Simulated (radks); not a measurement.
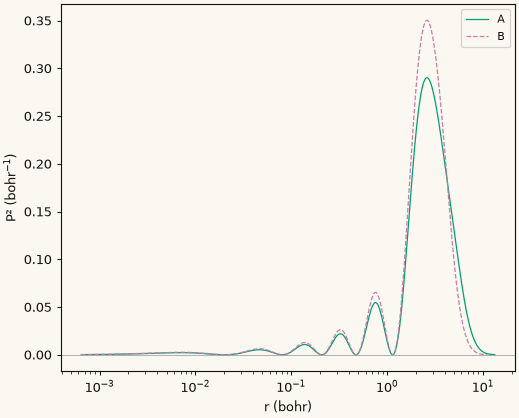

The Pt²⁻ ion in [Xe] 4f14 5d10 6s2 was computed in two surroundings: the Watson sphere of radius 4.01 bohr; the Watson sphere of radius 5.59 bohr. Theory: scalar-relativistic Kohn-Sham, PBE, spin-polarised, spherical densities, finite nucleus (computed with the in-house radial solver radks).

The plot shows P² of the 6s up orbital in both runs (large components where relativistic).

Assign A and B.

Answer. A is the Watson sphere of radius 5.59 bohr (⟨r⟩ = 3.75 bohr, eigenvalue −3.40 eV); B is the Watson sphere of radius 4.01 bohr (⟨r⟩ = 3.30 bohr, eigenvalue −5.18 eV). The smaller sphere makes the deeper well for the outer electrons.
